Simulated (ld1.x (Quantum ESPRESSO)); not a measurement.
**Run report: Hg, pseudopotential generation (part 2 of 2)**

Continued. System: mercury (Hg, Z = 80), core [Xe] 4f14, reference valence 5d10 6s1.5 6p0 (an ion of charge +0.5), valence charge 12. Method: PAW potential, LDA (PZ), fully relativistic, made with ld1.x (Quantum ESPRESSO) 7.5.

**The program's output, continued**
```
     --------------------------- All-electron run ----------------------------

     Hg
     dirac relativistic calculation

     atomic number is 80.00
     dft = SLA  PZ   NOGX NOGC   lsd =0 sic =0 latt =0  beta=0.20 tr2=1.0E-14
     Exchange-correlation=  SLA  PZ   NOGX NOGC
                           (   1   1   0   0   0   0   0)
     mesh =1279 r(mesh) =  98.78773 a.u. xmin = -7.00 dx = 0.01250
     1 Ry =  13.60569312 eV, c = 137.03599908

     n l j   nl                  e(Ry)          e(Ha)          e(eV)
     Spin orbit split results
     1 0 0.5 1S 1( 2.00)     -6099.4024     -3049.7012    -82986.5968
     2 0 0.5 2S 1( 2.00)     -1080.4858      -540.2429    -14700.7580
     2 1 0.5 2P 1( 2.00)     -1036.8383      -518.4191    -14106.9031
     2 1 1.5 2P 1( 4.00)      -893.8094      -446.9047    -12160.8961
     3 0 0.5 3S 1( 2.00)      -256.5952      -128.2976     -3491.1549
     3 1 0.5 3P 1( 2.00)      -236.9250      -118.4625     -3223.5290
     3 1 1.5 3P 1( 4.00)      -205.2504      -102.6252     -2792.5743
     4 0 0.5 4S 1( 2.00)       -56.6167       -28.3083      -770.3093
     4 1 0.5 4P 1( 2.00)       -48.1913       -24.0956      -655.6759
     4 1 1.5 4P 1( 4.00)       -40.5243       -20.2621      -551.3607
     3 2 1.5 3D 1( 4.00)      -172.6294       -86.3147     -2348.7426
     3 2 2.5 3D 1( 6.00)      -165.8385       -82.9192     -2256.3475
     5 0 0.5 5S 1( 2.00)        -9.0162        -4.5081      -122.6716
     5 1 0.5 5P 1( 2.00)        -6.2256        -3.1128       -84.7036
     5 1 1.5 5P 1( 4.00)        -4.8675        -2.4337       -66.2256
     4 2 1.5 4D 1( 4.00)       -26.7418       -13.3709      -363.8413
     4 2 2.5 4D 1( 6.00)       -25.3126       -12.6563      -344.3961
     4 3 2.5 4F 1( 6.00)        -7.5548        -3.7774      -102.7890
     4 3 3.5 4F 1( 8.00)        -7.2464        -3.6232       -98.5921
     5 2 1.5 5D 1( 4.00)        -1.1464        -0.5732       -15.5982
     5 2 2.5 5D 1( 6.00)        -1.0092        -0.5046       -13.7312
     6 0 0.5 6S 1( 1.50)        -0.8102        -0.4051       -11.0234
     6 1 0.5 6P 1( 0.00)        -0.3716        -0.1858        -5.0553
     6 1 1.5 6P 1( 0.00)        -0.2961        -0.1480        -4.0283
     Averaged results
     1 0     1S 1( 2.00)     -6099.4024     -3049.7012    -82986.5968
     2 0     2S 1( 2.00)     -1080.4858      -540.2429    -14700.7580
     2 1     2P 1( 6.00)      -941.4857      -470.7428    -12809.5651
     3 0     3S 1( 2.00)      -256.5952      -128.2976     -3491.1549
     3 1     3P 1( 6.00)      -215.8086      -107.9043     -2936.2259
     4 0     4S 1( 2.00)       -56.6167       -28.3083      -770.3093
     4 1     4P 1( 6.00)       -43.0799       -21.5400      -586.1324
     3 2     3D 1(10.00)      -168.5548       -84.2774     -2293.3055
     5 0     5S 1( 2.00)        -9.0162        -4.5081      -122.6716
     5 1     5P 1( 6.00)        -5.3202        -2.6601       -72.3849
     4 2     4D 1(10.00)       -25.8843       -12.9422      -352.1741
     4 3     4F 1(14.00)        -7.3786        -3.6893      -100.3908
     5 2     5D 1(10.00)        -1.0641        -0.5321       -14.4780
     6 0     6S 1( 1.50)        -0.8102        -0.4051       -11.0234
     6 1     6P 1( 0.00)        -0.3212        -0.1606        -4.3706

     final scf error:  2.0E-15 reached in  29 iterations

     Etot =  -39302.405365 Ry,  -19651.202682 Ha, -534736.466385 eV

     Ekin =   45350.968135 Ry,   22675.484067 Ha,  617031.355270 eV
     Encl =  -99170.100736 Ry,  -49585.050368 Ha,-1349277.957589 eV
     Eh   =   15242.164760 Ry,    7621.082380 Ha,  207380.216258 eV
     Exc  =    -725.437524 Ry,    -362.718762 Ha,   -9870.080325 eV

     normalization and overlap integrals

     s(1S/1S) =  1.000000  <r> =   0.0166  <r2> =    0.0004  r(max) =   0.0102
     s(2S/2S) =  1.000000  <r> =   0.0693  <r2> =    0.0057  r(max) =   0.0589
     s(2P/2P) =  1.000000  <r> =   0.0569  <r2> =    0.0041  r(max) =   0.0442
     s(2P/2P) =  1.000000  <r> =   0.0656  <r2> =    0.0052  r(max) =   0.0513
     s(3S/3S) =  1.000000  <r> =   0.1802  <r2> =    0.0373  r(max) =   0.1662
     s(3P/3P) =  1.000000  <r> =   0.1705  <r2> =    0.0340  r(max) =   0.1561
     s(3P/3P) =  1.000000  <r> =   0.1864  <r2> =    0.0404  r(max) =   0.1704
     s(4S/4S) =  1.000000  <r> =   0.3993  <r2> =    0.1802  r(max) =   0.3746
     s(4P/4P) =  1.000000  <r> =   0.4012  <r2> =    0.1834  r(max) =   0.3746
     s(4P/4P) =  1.000000  <r> =   0.4357  <r2> =    0.2159  r(max) =   0.4037
     s(3D/3D) =  1.000000  <r> =   0.1622  <r2> =    0.0309  r(max) =   0.1327
     s(3D/3D) =  1.000000  <r> =   0.1670  <r2> =    0.0326  r(max) =   0.1378
     s(5S/5S) =  1.000000  <r> =   0.9013  <r2> =    0.9118  r(max) =   0.8232
     s(5P/5P) =  1.000000  <r> =   0.9707  <r2> =    1.0652  r(max) =   0.8763
     s(5P/5P) =  1.000000  <r> =   1.0688  <r2> =    1.2934  r(max) =   0.9565
     s(4D/4D) =  1.000000  <r> =   0.4427  <r2> =    0.2267  r(max) =   0.3987
     s(4D/4D) =  1.000000  <r> =   0.4539  <r2> =    0.2381  r(max) =   0.4088
     s(4F/4F) =  1.000000  <r> =   0.4793  <r2> =    0.2773  r(max) =   0.3653
     s(4F/4F) =  1.000000  <r> =   0.4861  <r2> =    0.2852  r(max) =   0.3699
     s(5D/5D) =  1.000000  <r> =   1.4498  <r2> =    2.4922  r(max) =   1.1394
     s(5D/5D) =  1.000000  <r> =   1.5164  <r2> =    2.7381  r(max) =   1.1829
     s(6S/6S) =  1.000000  <r> =   2.5782  <r2> =    7.5673  r(max) =   2.1825
     s(6P/6P) =  1.000000  <r> =   3.3825  <r2> =   13.2511  r(max) =   2.7332
     s(6P/6P) =  1.000000  <r> =   3.8306  <r2> =   16.9829  r(max) =   3.0971

     ------------------------ End of All-electron run ------------------------

     Computing logarithmic derivative in   2.89141

       Warning: n=1, l=0 expected 0 nodes, found 1
       Setting wfc to zero for this iteration
       (This warning will only be printed once per wavefunction)

       Zero norm: self consistency problem; state:  3 (l=  0, j=0.5)
       Zero norm: self consistency problem; state:  3 (l=  0, j=0.5)

       Warning: n=3, l=2 expected 0 nodes, found 1
       Setting wfc to zero for this iteration
       (This warning will only be printed once per wavefunction)

       Zero norm: self consistency problem; state:  1 (l=  2, j=1.5)
       Zero norm: self consistency problem; state:  2 (l=  2, j=2.5)
       Zero norm: self consistency problem; state:  3 (l=  0, j=0.5)
       Zero norm: self consistency problem; state:  1 (l=  2, j=1.5)
       Zero norm: self consistency problem; state:  2 (l=  2, j=2.5)
       Zero norm: self consistency problem; state:  3 (l=  0, j=0.5)
       Zero norm: self consistency problem; state:  1 (l=  2, j=1.5)
       Zero norm: self consistency problem; state:  2 (l=  2, j=2.5)
       Zero norm: self consistency problem; state:  3 (l=  0, j=0.5)
       Zero norm: self consistency problem; state:  1 (l=  2, j=1.5)
       Zero norm: self consistency problem; state:  2 (l=  2, j=2.5)
       Zero norm: self consistency problem; state:  3 (l=  0, j=0.5)

 %%%%%%%%%%%%%%%%%%%%%%%%%%%%%%%%%%%%%%%%%%%%%%%%%%%%%%%%%%%%%%%%%%%%%%%%%%%%%%
     Error in routine run_pseudo (1):
     Errors in PS-KS equation
 %%%%%%%%%%%%%%%%%%%%%%%%%%%%%%%%%%%%%%%%%%%%%%%%%%%%%%%%%%%%%%%%%%%%%%%%%%%%%%

     stopping ...
```

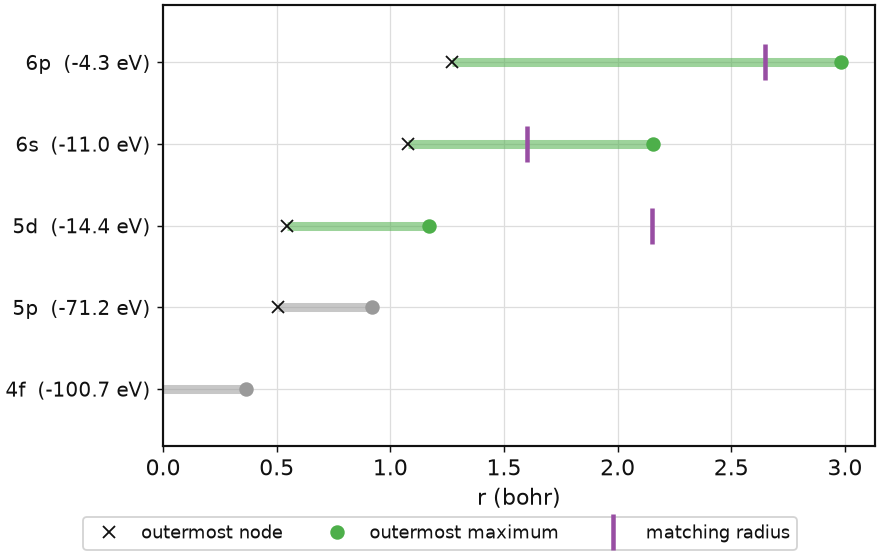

*Outer shells of the all-electron reference atom: each bar runs from the outermost node (or the nucleus) to the outermost maximum of u(r); the tick is the radius chosen for the pseudo-wave. Shells without a tick have no pseudo-wave of their own. Levels, nodes and maxima are from ld1.x, scalar-relativistic.*

- Radii against the shells: 5d: 2.15 bohr, outside the maximum; 6s: 1.60 bohr, between node and maximum; 6p: 2.65 bohr, between node and maximum.

**What the run reported**

- outcome: ended with an error
- wall time: 0.83 s

**What went wrong**

The generator stopped with the message “run_pseudo: Errors in PS-KS equation”. In words: the pseudo-atom solver did not find the valence states with the expected number of nodes, which is the usual sign of a ghost state.
